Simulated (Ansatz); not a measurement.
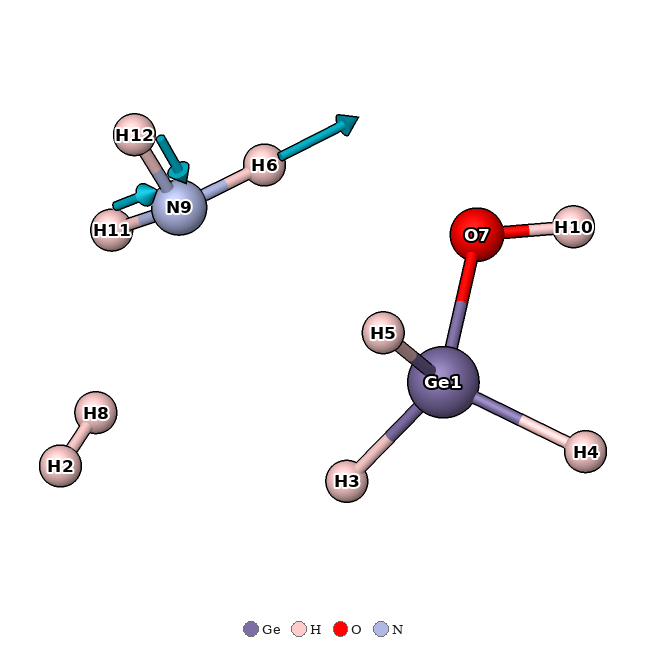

The arrows show one normal mode. Harmonic vibrations computed with RKS PBE0-D4/def2-TZVP (Ansatz 0.2.0) at a stationary point of the same level.

> Describe the motion.

Mostly out-of-phase stretching of 3 N–H bonds.

> At what wavenumber does it lie?

3614 cm⁻¹; it is mode 27 of 30 counted from the lowest.
